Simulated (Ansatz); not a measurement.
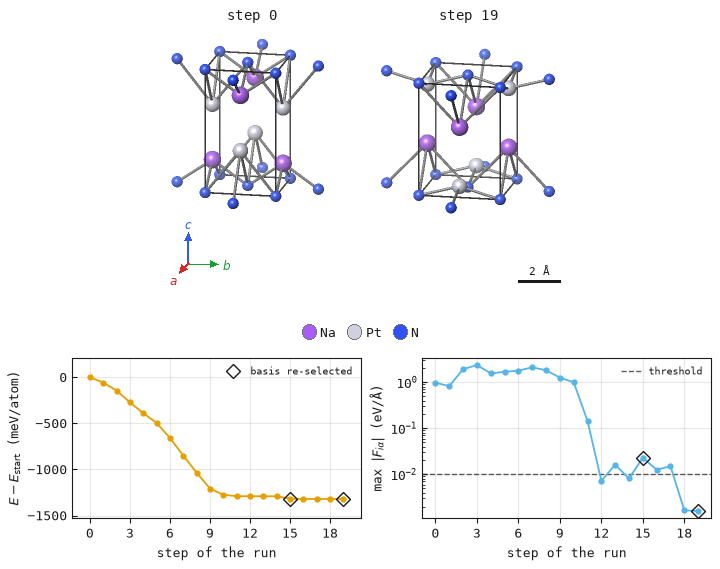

First and last geometry of a relaxation of crystalline NaPtN (built on the CaClF-129 type type), with the history of the run. A ball-and-stick model of the cell of the calculation, seen slightly off an axis.

Computed with DFT, PBEsol, plane waves, PAW (Ansatz).

Input file:
```yaml
crystal:
  lattice:
    - [3.50046432, 0.0, 0.0]
    - [0.0, 3.50046432, 0.0]
    - [0.0, 0.0, 6.17891319]
  atoms:
    - { symbol: Na, position: [0.0, 0.5, 0.80483219] }
    - { symbol: Na, position: [0.5, 0.0, 0.19516781] }
    - { symbol: Pt, position: [0.5, 0.0, 0.64509582] }
    - { symbol: Pt, position: [0.0, 0.5, 0.35490418] }
    - { symbol: "N", position: [0.5, 0.5, 0.0] }
    - { symbol: "N", position: [0.0, 0.0, 0.0] }
kpoints:
  mp_grid: { grid: [6, 6, 4] }
hamiltonian:
  xc: pbesol
scf:
  occupations: { method: fermi_dirac, width: 0.03 }
relax:
  f_tol: 0.01
  cell: {}
  max_steps: 120
```

Command:
```bash
ansatz run input.yaml --threads 2 --pin off --max-ram 2211MiB --backend cpu --events-out ev --progress --plain --runs-dir out
```

What do the curves and the structures tell?

It converged. The largest moves relative to the cell, 1.43 Å, are those of Pt3 and Pt4. Pt4 goes along −c. Largest moves by element: Pt 1.43 Å, Na 1.00 Å. N stays in place. Cell: a = b 3.500 → 4.029 Å (+15.1 %), c 6.179 → 5.625 Å (−9.0 %). Volume +20.6 %. Near-neighbour distances that change, for instance: Na1–Na2 4.507 → 3.185 Å, Na1–N5 2.125 → 2.910 Å, Na1–Pt4 3.399 → 2.663 Å, Pt3–N5 2.806 → 2.091 Å. Bond angles that change, for instance: N5–Na2–N5 110.9° → 87.6°, Na1–N6–Na1 110.9° → 87.6°, N5–Na2–N6 71.2° → 58.6°. The space group stays P4/nmm (No. 129). After 17 accepted moves (19 points after the start) the energy has fallen by 1321 meV per atom. The largest force component goes from 0.98 to 0.0016 eV/Å. The pressure goes from 4.04 to 0.00 GPa. The SCF was repeated twice at an unchanged geometry on a basis and grid sized afresh for the cell, which shifted the energy by 26.9 meV per atom at most. The run took 24 s on 2 threads of Intel(R) Xeon(R) 6975P-C (Granite Rapids), on a shared host, peak memory 0.47 GiB.
